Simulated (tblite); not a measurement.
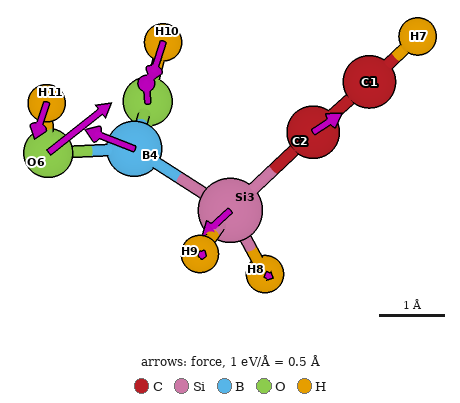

Starting geometry of C$_{2}$H$_{5}$BO$_{2}$Si with the computed forces as purple arrows. The picture is a ball-and-stick view, seen at a tilt.

Theory: GFN2-xTB geometry optimisation, gas phase (tblite 0.8.0). 

Q: Is this structure relaxed? If not, where do the atoms go?

A: It isn't relaxed: the largest force vector, on an O atom, is 2.54 eV/Å. The final displacements follow the starting forces only in part (cosine between the two patterns 0.42). Over 74 geometry steps the energy falls by 35.3 kcal/mol. The largest move after the best rigid fit is that of an H atom, 1.06 Å. Largest moves by element: H 1.06 Å, O 0.42 Å, C 0.30 Å, B 0.24 Å, Si 0.09 Å. Some distances before and after: B–O 1.462 → 1.355 Å, C–Si 1.818 → 1.860 Å, H–O 0.989 → 0.961 Å, B–Si 1.954 → 1.973 Å. Among the angles between lasting bonds that change: B–O–H 104.1° → 118.2°, C–Si–H 110.0° → 104.1°, B–Si–H 109.3° → 114.8°. Groups turn about B–O by about 90°, B–O by about 90°.
